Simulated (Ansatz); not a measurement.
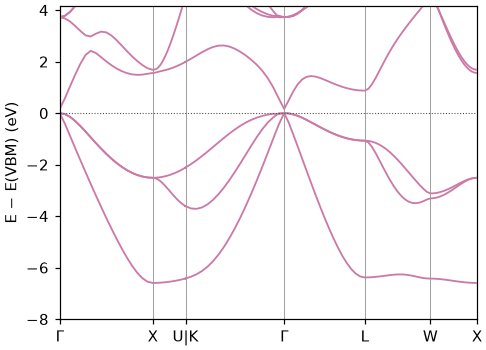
Figure. Band structure from PBE (plane waves, PAW; program Ansatz)

**Question.** Read off the gap and where the band edges lie.

**Answer.** About 0.2 eV (0.16 eV by a search for the band edges); maximum at Γ, minimum at Γ.

**Question.** Which of these materials gives this?
A) CuI, zinc blende
B) BeTe, zinc blende
C) GaAs, zinc blende
D) BN, rock salt

**Answer.** C, GaAs, zinc blende

Space group F-43m (zinc blende). Symmetry was held in the PBE relaxation. Spin–orbit coupling is left out wherever it is not named.

Potentials: the later of the program's two PAW sets.
